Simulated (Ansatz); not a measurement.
# Terrylene (C₃₀H₁₆): Born-Oppenheimer dynamics

Aim: follow terrylene (C₃₀H₁₆) for 25 steps with a Nosé-Hoover thermostat (1500 K) and see how far bonds stretch and how energy moves between motion and potential.

Method: BLYP/def2-SVP; program: Ansatz 0.2.0, Gaussian basis.

## Step 1: Structure used throughout

An earlier r2SCAN-D4/def2-SVP relaxation fixed the geometry.

SMILES `c1cc2cccc3c4ccc5c6cccc7cccc(c8ccc(c(c1)c23)c4c85)c76`, 46 atoms, charge 0, spin multiplicity 1.

Atoms are counted from 1 here; the program's logs count them from 0.

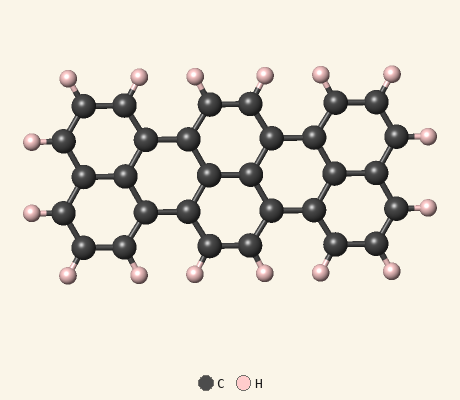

The geometry (carbon dark grey, hydrogen pink).

## Step 2: Dynamics

Input file in.yaml:

```yaml
crystal:
  periodic: [false, false, false]
  atoms:
    - {symbol: C, position_ang: [5.203190, -2.070344, -0.144152]}
    - {symbol: C, position_ang: [5.813496, -0.831131, -0.164480]}
    - {symbol: C, position_ang: [5.031152, 0.351526, -0.144536]}
    - {symbol: C, position_ang: [5.641404, 1.631472, -0.164980]}
    - {symbol: C, position_ang: [4.864685, 2.773780, -0.145049]}
    - {symbol: C, position_ang: [3.463746, 2.680336, -0.104377]}
    - {symbol: C, position_ang: [2.807165, 1.444603, -0.082742]}
    - {symbol: C, position_ang: [1.345616, 1.337555, -0.040458]}
    - {symbol: C, position_ang: [0.524696, 2.468858, -0.018455]}
    - {symbol: C, position_ang: [-0.862855, 2.371907, 0.020973]}
    - {symbol: C, position_ang: [-1.518534, 1.137447, 0.041023]}
    - {symbol: C, position_ang: [-2.980799, 1.040209, 0.082112]}
    - {symbol: C, position_ang: [-3.802876, 2.172643, 0.101516]}
    - {symbol: C, position_ang: [-5.203208, 2.070392, 0.141759]}
    - {symbol: C, position_ang: [-5.813511, 0.831181, 0.163412]}
    - {symbol: C, position_ang: [-5.031178, -0.351498, 0.144521]}
    - {symbol: C, position_ang: [-5.641424, -1.631464, 0.165532]}
    - {symbol: C, position_ang: [-4.864688, -2.773768, 0.145939]}
    - {symbol: C, position_ang: [-3.463752, -2.680334, 0.105294]}
    - {symbol: C, position_ang: [-2.807162, -1.444609, 0.083442]}
    - {symbol: C, position_ang: [-1.345610, -1.337589, 0.041182]}
    - {symbol: C, position_ang: [-0.524661, -2.468883, 0.020034]}
    - {symbol: C, position_ang: [0.862890, -2.371942, -0.019688]}
    - {symbol: C, position_ang: [1.518559, -1.137487, -0.040746]}
    - {symbol: C, position_ang: [2.980791, -1.040240, -0.082679]}
    - {symbol: C, position_ang: [3.802865, -2.172647, -0.103699]}
    - {symbol: C, position_ang: [3.597174, 0.251318, -0.103012]}
    - {symbol: C, position_ang: [0.719133, 0.050219, -0.020353]}
    - {symbol: C, position_ang: [-0.719111, -0.050258, 0.020684]}
    - {symbol: C, position_ang: [-3.597197, -0.251326, 0.103152]}
    - {symbol: H, position_ang: [5.806890, -2.982288, -0.159394]}
    - {symbol: H, position_ang: [6.903464, -0.741774, -0.196139]}
    - {symbol: H, position_ang: [6.733202, 1.694596, -0.196729]}
    - {symbol: H, position_ang: [5.335689, 3.760821, -0.160678]}
    - {symbol: H, position_ang: [2.887394, 3.606583, -0.089865]}
    - {symbol: H, position_ang: [0.965718, 3.466531, -0.032107]}
    - {symbol: H, position_ang: [-1.438285, 3.298553, 0.036199]}
    - {symbol: H, position_ang: [-3.360971, 3.170031, 0.085077]}
    - {symbol: H, position_ang: [-5.806896, 2.982369, 0.156070]}
    - {symbol: H, position_ang: [-6.903479, 0.741864, 0.195139]}
    - {symbol: H, position_ang: [-6.733222, -1.694572, 0.197230]}
    - {symbol: H, position_ang: [-5.335688, -3.760803, 0.161986]}
    - {symbol: H, position_ang: [-2.887426, -3.606604, 0.090594]}
    - {symbol: H, position_ang: [-0.965663, -3.466553, 0.034578]}
    - {symbol: H, position_ang: [1.438306, -3.298617, -0.034249]}
    - {symbol: H, position_ang: [3.360953, -3.170062, -0.088869]}
basis:
  gaussian: {orbitals: def2-SVP, fitting: {mean_field: def2-universal-jkfit}}
magnetization: {spin_polarized: true, initial_magnetization: 0}
hamiltonian: {xc: {name: BLYP}}
md: {timestep: 0.5 fs, n_steps: 25, ensemble: nvt_nose_hoover, temperature: 1500, initial_velocities: maxwell_boltzmann, seed: 746}
scf: {omitted_lower_state_checks: [starts]}
```

On the command line:

```bash
ansatz run in.yaml --threads 2 --pin off --events-out ev --progress --plain --max-ram 22528MiB --backend cuda --devices 0, --max-vram 18GiB
```

What it wrote:

```text
Functional definition: BLYP
  name "BLYP"
  cite "Becke, Phys. Rev. A 38, 3098 (1988) doi:10.1103/PhysRevA.38.3098"
  cite "Lee, Yang & Parr, Phys. Rev. B 37, 785 (1988) doi:10.1103/PhysRevB.37.785"
  parameter beta = 0.0042
  parameter a = 0.04918
  parameter b = 0.132
  parameter c = 0.2533
  parameter d = 0.349
  exchange = b88_x(beta = beta)
  correlation = lyp_c(a = a, b = b, c = c, d = d)
these checks for a lower state are left out or cut short: starts
2538 factors; integrals over basis functions are off by at most 2.1e-1 eV
mean field evaluation 1: about -31299.8483 eV, gradient 7.9e1 eV
mean field evaluation 2: about -31286.0149 eV, gradient 9.6e1 eV
mean field evaluation 4: about -31335.2922 eV, gradient 1.5e1 eV
mean field evaluation 8: about -31336.8195 eV, gradient 3.5e-1 eV
mean field evaluation 16: about -31336.8046 eV, gradient 2.5e-3 eV
mean field -31336.80458097 eV, -1151.6063275017 hartree, gradient 4.7e-5 eV, S^2 0.000000; 0 other end points of the search recorded, 0 dependent functions left out
the calculation of the forces begins
reference -31336.80521493 eV, -1151.6063507992 hartree; 98, 98 occupied and 402, 402 virtual orbitals, 2538 factors
md step     0: t =     0.00 fs  T =  1500.0 K  F+E_penalty+E_count = -31336.80458097 eV  E_kin = 8.531160 eV  conserved = -31328.27342104 eV  (44 SCF iters)
these checks for a lower state are left out or cut short: starts, cluster_reference, orbital_swaps, neighbouring_geometries, increment
2538 factors; integrals over basis functions are off by at most 2.2e-1 eV
mean field -31336.67504821 eV, -1151.6015672605 hartree, gradient 1.3e-5 eV, S^2 0.000000; 0 other end points of the search recorded, 0 dependent functions left out
the calculation of the forces begins
reference -31336.67568191 eV, -1151.6015905487 hartree; 98, 98 occupied and 402, 402 virtual orbitals, 2538 factors
md step     1: t =     0.50 fs  T =  1477.5 K  F+E_penalty+E_count = -31336.67504821 eV  E_kin = 8.402913 eV  conserved = -31328.27213633 eV  (42 SCF iters)
these checks for a lower state are left out or cut short: starts, cluster_reference, orbital_swaps, neighbouring_geometries, increment
2538 factors; integrals over basis functions are off by at most 2.3e-1 eV
mean field evaluation 32: about -31336.3033 eV, gradient 3.7e0 eV
mean field -31336.34669407 eV, -1151.5895004685 hartree, gradient 1.4e-5 eV, S^2 0.000000; 0 other end points of the search recorded, 0 dependent functions left out
the calculation of the forces begins
reference -31336.34732753 eV, -1151.5895237475 hartree; 98, 98 occupied and 402, 402 virtual orbitals, 2538 factors
md step     2: t =     1.00 fs  T =  1420.3 K  F+E_penalty+E_count = -31336.34669407 eV  E_kin = 8.078031 eV  conserved = -31328.26867210 eV  (42 SCF iters)
[... from here on, the SCF cycles and remarks between the steps are left out ...]
md step     3: t =     1.50 fs  T =  1338.0 K  F+E_penalty+E_count = -31335.87383223 eV  E_kin = 7.609748 eV  conserved = -31328.26412265 eV  (43 SCF iters)
md step     4: t =     2.00 fs  T =  1242.6 K  F+E_penalty+E_count = -31335.32718939 eV  E_kin = 7.067155 eV  conserved = -31328.26013923 eV  (43 SCF iters)
md step     5: t =     2.50 fs  T =  1144.8 K  F+E_penalty+E_count = -31334.76893830 eV  E_kin = 6.511158 eV  conserved = -31328.25800535 eV  (43 SCF iters)
md step     6: t =     3.00 fs  T =  1050.8 K  F+E_penalty+E_count = -31334.23356012 eV  E_kin = 5.976214 eV  conserved = -31328.25775586 eV  (43 SCF iters)
md step     7: t =     3.50 fs  T =   961.6 K  F+E_penalty+E_count = -31333.72680448 eV  E_kin = 5.469125 eV  conserved = -31328.25834254 eV  (43 SCF iters)
md step     8: t =     4.00 fs  T =   876.1 K  F+E_penalty+E_count = -31333.24060532 eV  E_kin = 4.982959 eV  conserved = -31328.25863514 eV  (43 SCF iters)
md step     9: t =     4.50 fs  T =   793.5 K  F+E_penalty+E_count = -31332.76996623 eV  E_kin = 4.513178 eV  conserved = -31328.25817128 eV  (42 SCF iters)
md step    10: t =     5.00 fs  T =   714.8 K  F+E_penalty+E_count = -31332.32072562 eV  E_kin = 4.065429 eV  conserved = -31328.25713676 eV  (42 SCF iters)
md step    11: t =     5.50 fs  T =   642.5 K  F+E_penalty+E_count = -31331.90773476 eV  E_kin = 3.654149 eV  conserved = -31328.25593816 eV  (43 SCF iters)
md step    12: t =     6.00 fs  T =   579.8 K  F+E_penalty+E_count = -31331.54929064 eV  E_kin = 3.297364 eV  conserved = -31328.25483923 eV  (43 SCF iters)
md step    13: t =     6.50 fs  T =   529.7 K  F+E_penalty+E_count = -31331.26316971 eV  E_kin = 3.012826 eV  conserved = -31328.25386202 eV  (43 SCF iters)
md step    14: t =     7.00 fs  T =   495.3 K  F+E_penalty+E_count = -31331.06588852 eV  E_kin = 2.817130 eV  conserved = -31328.25293081 eV  (43 SCF iters)
md step    15: t =     7.50 fs  T =   479.3 K  F+E_penalty+E_count = -31330.97314135 eV  E_kin = 2.725881 eV  conserved = -31328.25214802 eV  (44 SCF iters)
md step    16: t =     8.00 fs  T =   483.7 K  F+E_penalty+E_count = -31330.99753504 eV  E_kin = 2.751259 eV  conserved = -31328.25196416 eV  (44 SCF iters)
md step    17: t =     8.50 fs  T =   509.0 K  F+E_penalty+E_count = -31331.14145971 eV  E_kin = 2.895080 eV  conserved = -31328.25298857 eV  (44 SCF iters)
md step    18: t =     9.00 fs  T =   552.2 K  F+E_penalty+E_count = -31331.38811679 eV  E_kin = 3.140324 eV  conserved = -31328.25548719 eV  (44 SCF iters)
md step    19: t =     9.50 fs  T =   606.2 K  F+E_penalty+E_count = -31331.69796387 eV  E_kin = 3.447923 eV  conserved = -31328.25902418 eV  (43 SCF iters)
md step    20: t =    10.00 fs  T =   661.7 K  F+E_penalty+E_count = -31332.01562046 eV  E_kin = 3.763515 eV  conserved = -31328.26260738 eV  (25 SCF iters)
md step    21: t =    10.50 fs  T =   709.0 K  F+E_penalty+E_count = -31332.28512084 eV  E_kin = 4.032209 eV  conserved = -31328.26516469 eV  (43 SCF iters)
md step    22: t =    11.00 fs  T =   741.1 K  F+E_penalty+E_count = -31332.46664625 eV  E_kin = 4.214937 eV  conserved = -31328.26592464 eV  (43 SCF iters)
md step    23: t =    11.50 fs  T =   756.1 K  F+E_penalty+E_count = -31332.54850964 eV  E_kin = 4.300174 eV  conserved = -31328.26468592 eV  (43 SCF iters)
md step    24: t =    12.00 fs  T =   757.2 K  F+E_penalty+E_count = -31332.54995489 eV  E_kin = 4.306538 eV  conserved = -31328.26203221 eV  (43 SCF iters)
these checks for a lower state are left out or cut short: starts, cluster_reference, orbital_swaps, neighbouring_geometries, increment
2538 factors; integrals over basis functions are off by at most 2.4e-1 eV
mean field -31332.51173425 eV, -1151.4485682944 hartree, gradient 2.6e-5 eV, S^2 0.000000; 0 other end points of the search recorded, 0 dependent functions left out
the calculation of the forces begins
reference -31332.51237709 eV, -1151.4485919182 hartree; 98, 98 occupied and 402, 402 virtual orbitals, 2538 factors
these checks for a lower state are left out or cut short: starts
2538 factors; integrals over basis functions are off by at most 2.4e-1 eV
mean field -31332.51173425 eV, -1151.4485682944 hartree, gradient 2.6e-5 eV, S^2 0.000000; 0 other end points of the search recorded, 0 dependent functions left out
the calculation of the forces begins
reference -31332.51237709 eV, -1151.4485919182 hartree; 98, 98 occupied and 402, 402 virtual orbitals, 2538 factors
md step    25: t =    12.50 fs  T =   751.4 K  F+E_penalty+E_count = -31332.51173425 eV  E_kin = 4.273424 eV  conserved = -31328.25929244 eV  (25 SCF iters)
Total energy: -31332.51237709 eV, -1151.4485919182 hartree
Atom 0 at     5.204403    -2.087852    -0.332484 Å, force    -1.255713     1.676799     2.650693 eV/Å
Atom 1 at     5.846760    -0.881181    -0.018276 Å, force    -3.088153     0.149593    -1.062936 eV/Å
Atom 2 at     4.985546     0.308898    -0.000800 Å, force     1.938062     1.319226    -0.297355 eV/Å
Atom 3 at     5.581978     1.604295    -0.141069 Å, force     1.124293     1.264398     0.454490 eV/Å
Atom 4 at     4.875072     2.866944    -0.237847 Å, force    -0.562666    -3.131385    -0.376929 eV/Å
Atom 5 at     3.459604     2.787904    -0.303376 Å, force    -0.044243    -1.304952     1.227457 eV/Å
Atom 6 at     2.827936     1.507353    -0.073214 Å, force    -0.532532    -0.103871    -0.537173 eV/Å
Atom 7 at     1.361559     1.273442    -0.044246 Å, force     0.655933     2.017709     0.199667 eV/Å
Atom 8 at     0.607235     2.454270    -0.021915 Å, force    -1.966281    -0.047027    -0.426856 eV/Å
Atom 9 at    -0.796705     2.291208    -0.082381 Å, force     0.387655     1.083291     1.583287 eV/Å
Atom 10 at    -1.478339     1.076527     0.076583 Å, force    -1.630600     1.945074    -0.096727 eV/Å
Atom 11 at    -2.948423     0.988720     0.255328 Å, force     0.135143     2.474428    -1.276073 eV/Å
Atom 12 at    -3.749377     2.226520     0.127615 Å, force    -1.362598    -2.775779    -0.139733 eV/Å
Atom 13 at    -5.210889     2.071321     0.045603 Å, force     1.160551     0.667206     2.089467 eV/Å
Atom 14 at    -5.783415     0.818022     0.184505 Å, force    -1.355505     0.984664    -0.223162 eV/Å
Atom 15 at    -4.943250    -0.302924     0.227895 Å, force    -1.767847    -1.205319    -0.706258 eV/Å
Atom 16 at    -5.554304    -1.550080     0.123760 Å, force    -0.493784    -2.251105     1.950645 eV/Å
Atom 17 at    -4.810425    -2.744852     0.165108 Å, force    -2.252643     1.033463     0.010208 eV/Å
Atom 18 at    -3.442004    -2.756420    -0.015398 Å, force     0.103861    -1.751900    -0.890820 eV/Å
Atom 19 at    -2.796758    -1.544594     0.012593 Å, force    -1.813313     2.496256     0.631459 eV/Å
Atom 20 at    -1.420771    -1.360972    -0.103494 Å, force     1.241629     1.681692     2.021963 eV/Å
Atom 21 at    -0.641425    -2.453155     0.040578 Å, force     2.724197     0.977434    -1.696703 eV/Å
Atom 22 at     0.719670    -2.344479    -0.160174 Å, force     2.078174     0.703374     1.201022 eV/Å
Atom 23 at     1.493146    -1.147582     0.014092 Å, force    -0.922635    -1.012354    -0.730130 eV/Å
Atom 24 at     2.942769    -0.942558     0.033164 Å, force    -0.243059    -2.850176    -0.567156 eV/Å
Atom 25 at     3.784946    -2.061158    -0.088990 Å, force     0.005353    -0.984833    -0.341009 eV/Å
Atom 26 at     3.568050     0.296450     0.019195 Å, force     0.629453     1.147286    -0.380254 eV/Å
Atom 27 at     0.688538    -0.010050    -0.017325 Å, force     0.031297     1.976520     0.682921 eV/Å
Atom 28 at    -0.759872    -0.080837     0.038386 Å, force     1.490935    -2.029558    -1.152536 eV/Å
Atom 29 at    -3.558280    -0.317320     0.268671 Å, force     1.394237     1.323792    -0.898838 eV/Å
Atom 30 at     5.702659    -3.008992    -0.115098 Å, force     0.660527    -1.114098    -0.479863 eV/Å
Atom 31 at     6.854312    -0.863629     0.282580 Å, force     1.894311     0.402248     0.008312 eV/Å
Atom 32 at     6.706933     1.568087    -0.158027 Å, force    -0.664225     0.445134    -0.034279 eV/Å
Atom 33 at     5.346752     3.812554    -0.407189 Å, force     0.766648     0.761418    -0.013574 eV/Å
Atom 34 at     2.847774     3.695970    -0.361486 Å, force     0.103050     0.002790    -0.231737 eV/Å
Atom 35 at     0.980699     3.517890     0.061115 Å, force    -0.048821    -1.189548    -0.203200 eV/Å
Atom 36 at    -1.355479     3.194243     0.116721 Å, force    -0.484430     0.632074    -0.344081 eV/Å
Atom 37 at    -3.327013     3.223607    -0.044755 Å, force     0.199794    -0.135886     0.265342 eV/Å
Atom 38 at    -5.885667     2.893815     0.355402 Å, force     0.268548     0.458913    -0.988492 eV/Å
Atom 39 at    -6.940271     0.694645     0.199391 Å, force     1.782185     0.091068     0.031837 eV/Å
Atom 40 at    -6.602075    -1.626329     0.461439 Å, force    -0.213662     0.023378    -0.649188 eV/Å
Atom 41 at    -5.436444    -3.585902     0.415608 Å, force     0.034576    -1.193265    -0.335757 eV/Å
Atom 42 at    -2.972153    -3.728303    -0.333074 Å, force    -0.010596     0.746592     0.624911 eV/Å
Atom 43 at    -1.051810    -3.376118    -0.088426 Å, force    -1.233190    -3.112619    -0.051421 eV/Å
Atom 44 at     1.212597    -3.238184    -0.408145 Å, force     1.155531    -1.702157    -0.072517 eV/Å
Atom 45 at     3.287881    -3.005672     0.131003 Å, force    -0.019445    -0.589989    -0.428922 eV/Å
Dipole moment:     0.147397    -0.047923     0.091053 e Å
Checks for a lower state left out: starts
```

It took 3 min on 1 × H100 (card shared with other runs) with 2 threads of AMD EPYC 7R13, shared host.

## Step 3: Frames and traces

Every 2 steps, with energies from the start:

| time (fs) | T (K) | potential (meV) | conserved (meV) | C22–H44 (Å) |
| --- | --- | --- | --- | --- |
| 0.0 | 1500 | 0.0 | 0.00 | 1.091 |
| 1.0 | 1420 | 457.9 | 4.75 | 1.043 |
| 2.0 | 1243 | 1477.4 | 13.28 | 1.018 |
| 3.0 | 1051 | 2571.0 | 15.67 | 1.028 |
| 4.0 | 876 | 3564.0 | 14.79 | 1.068 |
| 5.0 | 715 | 4483.9 | 16.28 | 1.120 |
| 6.0 | 580 | 5255.3 | 18.58 | 1.164 |
| 7.0 | 495 | 5738.7 | 20.49 | 1.190 |
| 8.0 | 484 | 5807.0 | 21.46 | 1.191 |
| 9.0 | 552 | 5416.5 | 17.93 | 1.167 |
| 10.0 | 662 | 4789.0 | 10.81 | 1.123 |
| 11.0 | 741 | 4337.9 | 7.50 | 1.071 |
| 12.0 | 757 | 4254.6 | 11.39 | 1.029 |

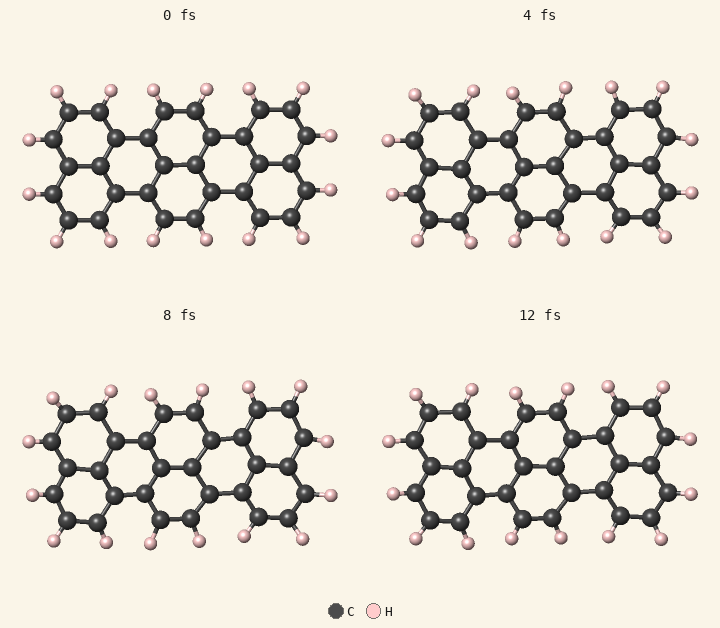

Four frames; sticks are those of the first frame.

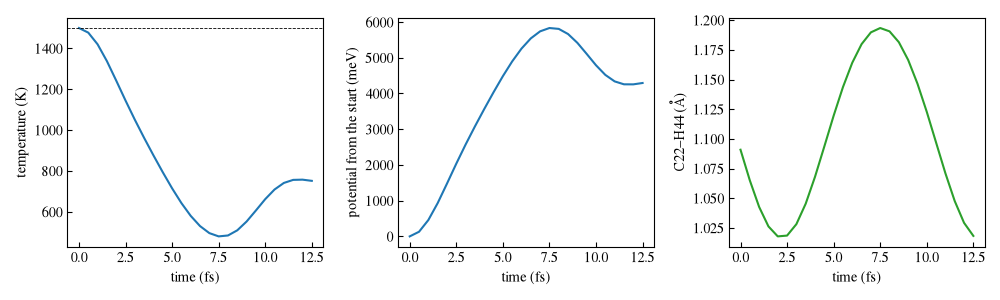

Temperature (the set value dashed), potential energy and the bond that swings most.

Positions (Å) and forces (eV/Å) at 12.5 fs:

```xyz
46

C     5.204   -2.088   -0.332   -1.256    1.677    2.651
C     5.847   -0.881   -0.018   -3.088    0.150   -1.063
C     4.986    0.309   -0.001    1.938    1.319   -0.297
C     5.582    1.604   -0.141    1.124    1.264    0.454
C     4.875    2.867   -0.238   -0.563   -3.131   -0.377
C     3.460    2.788   -0.303   -0.044   -1.305    1.227
C     2.828    1.507   -0.073   -0.533   -0.104   -0.537
C     1.362    1.273   -0.044    0.656    2.018    0.200
C     0.607    2.454   -0.022   -1.966   -0.047   -0.427
C    -0.797    2.291   -0.082    0.388    1.083    1.583
C    -1.478    1.077    0.077   -1.631    1.945   -0.097
C    -2.948    0.989    0.255    0.135    2.474   -1.276
C    -3.749    2.227    0.128   -1.363   -2.776   -0.140
C    -5.211    2.071    0.046    1.161    0.667    2.089
C    -5.783    0.818    0.185   -1.356    0.985   -0.223
C    -4.943   -0.303    0.228   -1.768   -1.205   -0.706
C    -5.554   -1.550    0.124   -0.494   -2.251    1.951
C    -4.810   -2.745    0.165   -2.253    1.033    0.010
C    -3.442   -2.756   -0.015    0.104   -1.752   -0.891
C    -2.797   -1.545    0.013   -1.813    2.496    0.631
C    -1.421   -1.361   -0.103    1.242    1.682    2.022
C    -0.641   -2.453    0.041    2.724    0.977   -1.697
C     0.720   -2.344   -0.160    2.078    0.703    1.201
C     1.493   -1.148    0.014   -0.923   -1.012   -0.730
C     2.943   -0.943    0.033   -0.243   -2.850   -0.567
C     3.785   -2.061   -0.089    0.005   -0.985   -0.341
C     3.568    0.296    0.019    0.629    1.147   -0.380
C     0.689   -0.010   -0.017    0.031    1.977    0.683
C    -0.760   -0.081    0.038    1.491   -2.030   -1.153
C    -3.558   -0.317    0.269    1.394    1.324   -0.899
H     5.703   -3.009   -0.115    0.661   -1.114   -0.480
H     6.854   -0.864    0.283    1.894    0.402    0.008
H     6.707    1.568   -0.158   -0.664    0.445   -0.034
H     5.347    3.813   -0.407    0.767    0.761   -0.014
H     2.848    3.696   -0.361    0.103    0.003   -0.232
H     0.981    3.518    0.061   -0.049   -1.190   -0.203
H    -1.355    3.194    0.117   -0.484    0.632   -0.344
H    -3.327    3.224   -0.045    0.200   -0.136    0.265
H    -5.886    2.894    0.355    0.269    0.459   -0.988
H    -6.940    0.695    0.199    1.782    0.091    0.032
H    -6.602   -1.626    0.461   -0.214    0.023   -0.649
H    -5.436   -3.586    0.416    0.035   -1.193   -0.336
H    -2.972   -3.728   -0.333   -0.011    0.747    0.625
H    -1.052   -3.376   -0.088   -1.233   -3.113   -0.051
H     1.213   -3.238   -0.408    1.156   -1.702   -0.073
H     3.288   -3.006    0.131   -0.019   -0.590   -0.429
```

## Step 4: Summary of results

| quantity | value |
| --- | --- |
| length | 25 steps of 0.5 fs |
| temperature, first and last frame | 1500, 751 K |
| temperature, second half | mean 618 K, from 479 to 757 K |
| swing of the potential | 5831 meV |
| largest change of the conserved energy | 21.46 meV |
| range of C22–H44 | 1.018 to 1.193 Å |

From 1500 K at the start the temperature swings between 479 and 1500 K: with 46 atoms it has no steady value yet; starting near a minimum, about half of the kinetic energy flows into the potential. The conserved energy moves by 21.46 meV, 0.4 % of the potential's swing, so the step is short enough for this stretch. C22–H44 swings most, by 0.18 Å; no bond breaks. A run of 12 fs gives no averages.
